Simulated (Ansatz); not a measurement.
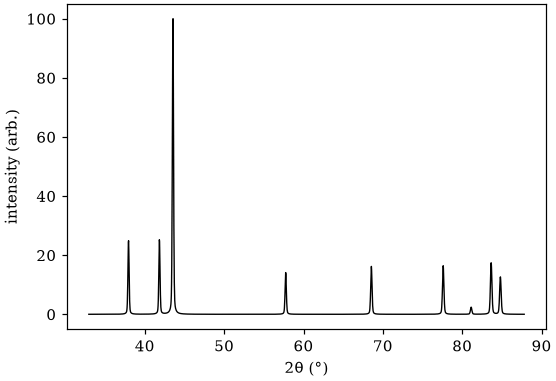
*Simulated powder pattern, Cu Kα, λ = 1.54184 Å*

The pattern belongs to a structure relaxed with the program Ansatz at the r²SCAN level (PAW).

Pick the material that matches.
(A) Mg, hcp (Mg type)
(B) Tl, hcp (Mg type)
(C) Tc, hcp (Mg type)
(D) Os, hcp (Mg type)

D, Os, hcp (Mg type)

Space group P6_3/mmc (hcp (Mg type)). Symmetry was held in the r²SCAN relaxation. The run is not spin-polarised. Scalar-relativistic: spin–orbit coupling is off unless named, which matters more the heavier the elements.

Potentials: the later of the program's two PAW sets.
